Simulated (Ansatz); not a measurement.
# BH2F− (SMILES [BH2-]F): RPA@PBE/STO-3G

What is the energy change on altering one bond length of BH2F− at RPA@PBE/STO-3G? 

The calculation is run with Ansatz 0.2.0.

1 further run of the same task is left out (it didn't finish).

**1. The system as given**

BH2F− has 4 atoms, charge -1, and is taken as a doublet. As SMILES, `[BH2-]F`. Geometry: relaxed at GFN2-xTB.

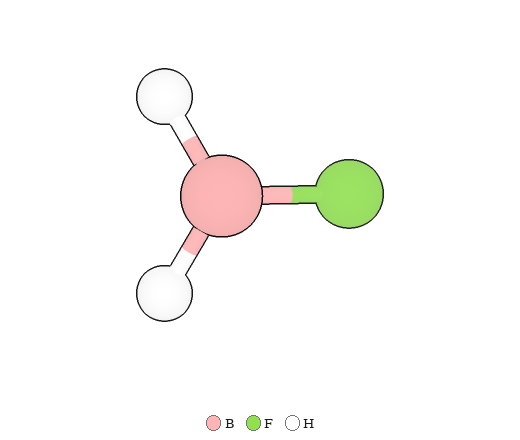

The structure, seen from a chosen angle (boron pink, fluorine green, hydrogen white).

**2. The energy at RPA@PBE/STO-3G**

Contents of input.yaml:

```yaml
crystal:
  periodic: [false, false, false]
  atoms:
    - {symbol: B, position_ang: [-0.086340, 0.304430, 0.102380]}
    - {symbol: F, position_ang: [1.031910, -0.468820, 0.732960]}
    - {symbol: H, position_ang: [-1.140340, -0.333670, 0.256190]}
    - {symbol: H, position_ang: [0.194760, 0.498060, -1.091520]}
basis:
  gaussian: {orbitals: STO-3G}
total_charge: -1
magnetization: {spin_polarized: true, initial_magnetization: 1}
hamiltonian: {xc: pbe}
correlation: {method: rpa, frozen_orbitals: {B: 1, F: 1, H: 0}}
accuracy: high
```

Started as:

```console
$ ansatz run input.yaml --threads 1 --pin off --max-ram 2610MiB --events-out events.jsonl --progress --plain --runs-dir runs
```

Log:

```text
Warning: RAYON_NUM_THREADS=1 ignored (pool sized by the plan → 1); use --threads N
Functional definition: PBE
  name "PBE"
  parameter kappa = 0.804
  parameter beta = 0.06672455060314922
  exchange = pbe_x(kappa = kappa, mu = beta*pi^2/3)
  correlation = pbe_c(beta = beta)
188 factors; integrals over basis functions are off by at most 3.7e-8 eV
mean field evaluation 1: about -3347.9271 eV, gradient 5.4e1 eV
mean field evaluation 2: about -3347.8759 eV, gradient 5.4e1 eV
mean field evaluation 4: about -3367.9841 eV, gradient 8.4e0 eV
mean field evaluation 8: about -3368.4639 eV, gradient 4.6e-2 eV
mean field evaluation 16: about -3368.4640 eV, gradient 7.9e-7 eV
mean field evaluation 32: about -3353.4184 eV, gradient 4.1e1 eV
mean field -3368.46395809 eV, -123.7887672328 hartree, gradient 1.4e-8 eV, S^2 0.751162; 2 other end points of the search recorded, 0 dependent functions left out
2 core orbitals not correlated: weight in the atoms' cores, before any rotation towards them, 1.000 or more for the frozen orbitals, at most 0.000 for the correlated occupied ones
reference -3356.48701724 eV, -123.3486227750 hartree; 7, 6 occupied and 3, 4 virtual orbitals, 188 factors
Total energy: -3359.75531962 eV, -123.4687306722 hartree
```

Wall time 1 s (1 thread of AMD EPYC 7R43 (Zen 3), shared host); peak memory 0.12 GiB.

**3. The distorted shape at the same level**

Contents of job.yaml:

```yaml
crystal:
  periodic: [false, false, false]
  atoms:
    - {symbol: B, position_ang: [-0.156622, 0.256018, 0.400884]}
    - {symbol: F, position_ang: [0.961628, -0.517232, 1.031464]}
    - {symbol: H, position_ang: [-1.210622, -0.382082, 0.554694]}
    - {symbol: H, position_ang: [0.194760, 0.498060, -1.091520]}
basis:
  gaussian:
    orbitals: STO-3G
total_charge: -1
magnetization:
  spin_polarized: true
  initial_magnetization: 1
hamiltonian:
  xc: pbe
accuracy: high
correlation:
  method: rpa
  frozen_orbitals: {B: 1, F: 1, H: 0}
```

Started as:

```console
$ ansatz run job.yaml --threads 1 --pin off --max-ram 2610MiB --events-out events.jsonl --progress --plain --runs-dir runs
```

Log, cut to the lines that bear on the results:

```text
Warning: RAYON_NUM_THREADS=1 ignored (pool sized by the plan → 1); use --threads N
[... 2 set-up lines as earlier in the session ...]
[...]
187 factors; integrals over basis functions are off by at most 4.0e-8 eV
[...]
mean field -3367.70285596 eV, -123.7607972456 hartree, gradient 4.4e-8 eV, S^2 0.751256; 0 other end points of the search recorded, 0 dependent functions left out
2 core orbitals not correlated: weight in the atoms' cores, before any rotation towards them, 1.000 or more for the frozen orbitals, at most 0.000 for the correlated occupied ones
reference -3355.29393235 eV, -123.3047777140 hartree; 7, 6 occupied and 3, 4 virtual orbitals, 187 factors
Total energy: -3358.98129117 eV, -123.4402856514 hartree
```

Wall time 1.1 s (1 thread of AMD EPYC 7R43 (Zen 3), shared host); peak memory 0.13 GiB.

**4. What came out**

Level: RPA@PBE/STO-3G, 2 core orbitals frozen.

| quantity | value |
| --- | --- |
| first shape: total energy | -123.46873 Eh |
| first shape: RPA correlation energy (valence) | -120.1 mEh |
| first shape: ⟨S²⟩ of the reference determinant | 0.751 |
| distorted shape: total energy | -123.44029 Eh |
| distorted shape: RPA correlation energy (valence) | -135.5 mEh |
| distorted shape: ⟨S²⟩ of the reference determinant | 0.751 |
| energy change with the B1–H4 bond stretched from 1.242 to 1.552 Å | 0.774 eV |

In words: With the B1–H4 bond stretched from 1.242 to 1.552 Å the energy rises by 0.77 eV (74.7 kJ/mol). The first shape isn't relaxed at this level, so the change isn't measured from a minimum. The minimal basis adds a large error of its own.
